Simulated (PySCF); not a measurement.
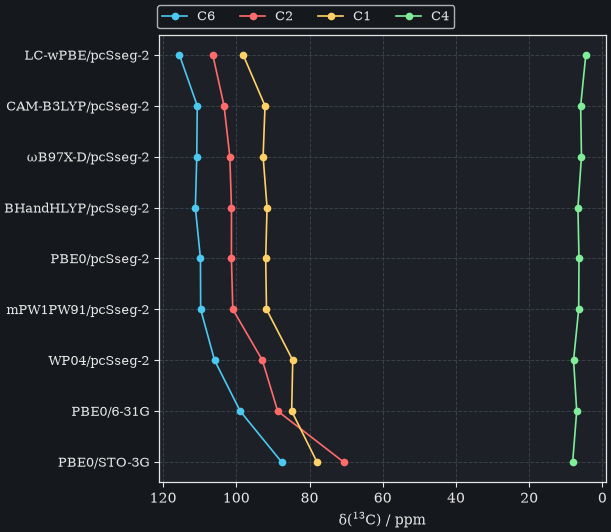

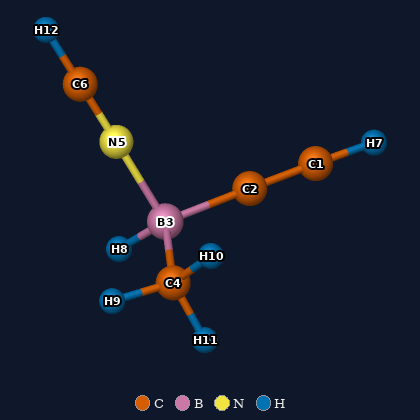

GIAO ¹³C shifts of C₄H₆BN, SMILES C#C[B@@H-](C)[N+]#C at several levels, one geometry, PySCF 2.14.0, at a PBE0-D3(BJ)/def2-SVP geometry (no frequency check); values of one conformer, averaged over methyl-type rotors and exact or near symmetry; each against TMS at the same level.

**How much does each signal move over these levels?**

```
atoms  lowest  highest  spread (ppm)
   C6    87.6    115.5          27.9
   C2    70.7    106.4          35.7
   C1    78.0     98.1          20.2
   C4     4.5      8.1           3.6
```

**Do all levels give the signals in the same order?**

No, some signals change places between levels.
